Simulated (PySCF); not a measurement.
## Electronic structure of C$_{6}$H$_{11}$B (SMILES B/C(=C\C)C(=C)C) in real space

```xyz
18

B     0.6301    1.5227    1.0801
C     0.1609    0.3455    0.1949
C     1.0595   -0.2957   -0.6099
C     2.5059   -0.0203   -0.8134
C    -1.2511   -0.1328    0.2211
C    -2.2015    0.4866    0.9422
C    -1.6193   -1.3383   -0.5982
H    -0.0836    2.0312    1.9103
H     1.7453    1.9745    0.9822
H     0.7024   -1.1512   -1.1974
H     2.8597    0.8740   -0.2891
H     3.1035   -0.8837   -0.4720
H     2.7214    0.0848   -1.8900
H    -3.2312    0.1197    0.9399
H    -1.9874    1.3662    1.5498
H    -1.4348   -1.1700   -1.6724
H    -1.0274   -2.2222   -0.3077
H    -2.6818   -1.5863   -0.4750
```

Geometry: PBE0-D3(BJ)/def2-SVP.

The calculation used wB97X-D/def2-SVPD, SCF density, gas phase (PySCF 2.14.0).

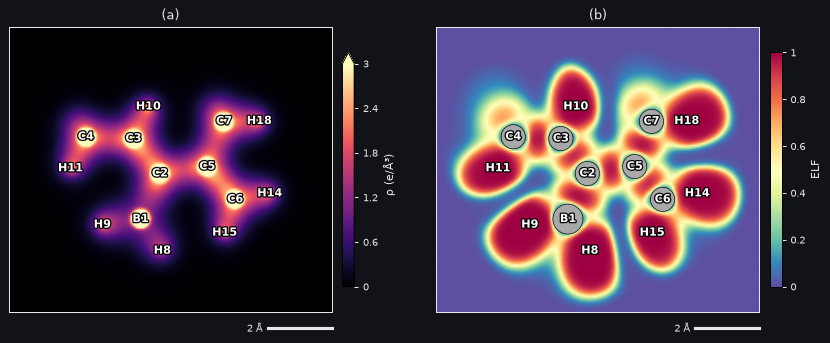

Figure 1. (a) total electron density; (b) ELF on the plane of atoms C2, C3 and H10. Grey discs cover the atomic cores in the ELF map.

Q: Describe what can be read from this map.

A:
- The plane passes through B, C and H nuclei.
- C–C (1.34 Å): ρ at the midpoint is about 2.3 e/Å³; the ELF peaks at about 0.95 between the atoms (a multiple bond).
- C–B (1.55 Å): the density is about 1.5 e/Å³ at the midpoint; the ELF peaks at about 1 between the atoms; a shared electron pair.
- C–H (1.09 Å): the density is about 2 e/Å³ at the midpoint; the ELF climbs to about 1 towards the hydrogen, as it does in any bond to H (an ordinary covalent bond to hydrogen).
- C–C (1.49 Å): ρ is about 1.8 e/Å³ halfway; the ELF peaks at about 0.95 between the atoms (a covalent bond).
- B–H (1.21 Å): ρ at the midpoint is about 1.2 e/Å³; the ELF climbs to about 1 towards the hydrogen; a covalent bond by its length.

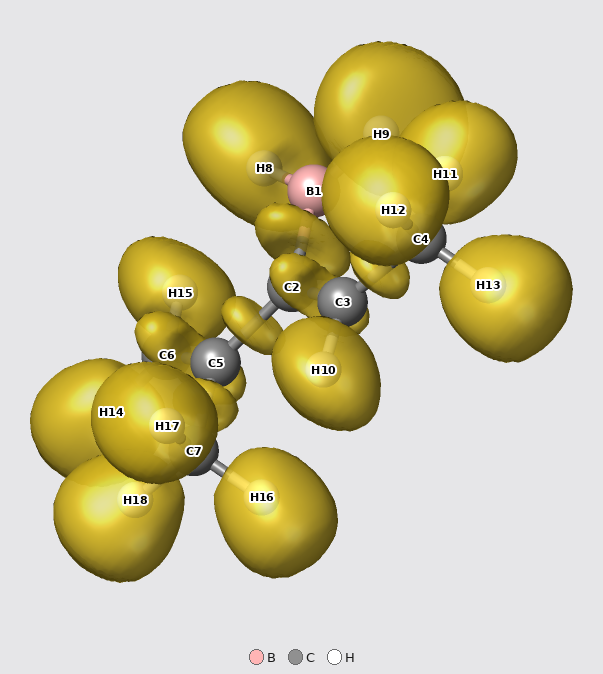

Figure 2. Isosurface of the ELF at 0.85 (yellow), seen at an oblique angle. Core shells and regions of very low density are left out.

Q: Identify the bonds, lone pairs and shells in this picture.

A: At this value the surface marks out one region between bonded B–C atoms (shared pairs), five regions between bonded C–C atoms (shared pairs) and eleven regions around hydrogen nuclei.

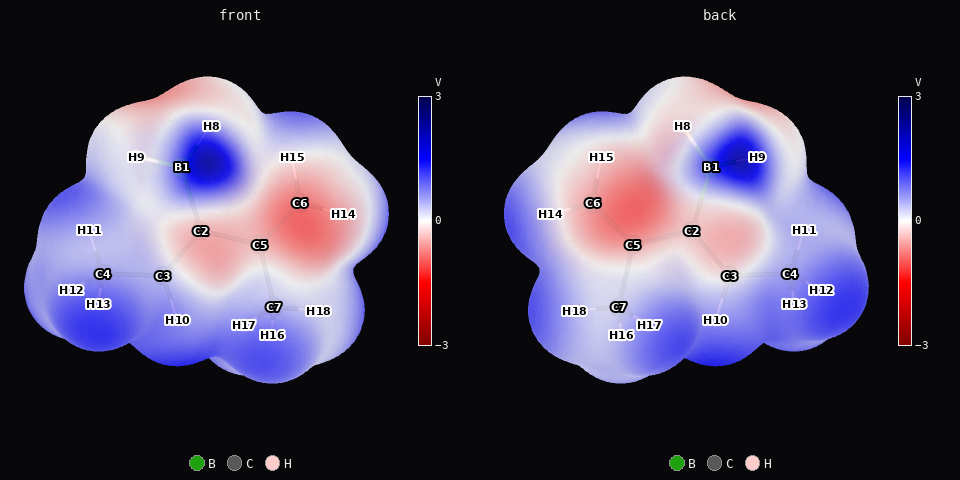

Figure 3. The electrostatic potential painted on the density surface at 0.004 e/bohr³, seen from the front and from behind; red is negative and blue positive.

Q: Where is the surface potential most negative and most positive?

A: The most negative region (about −0.9 V) lies over the π face of C5 and C6, the most positive (about +2.0 V) over B1.
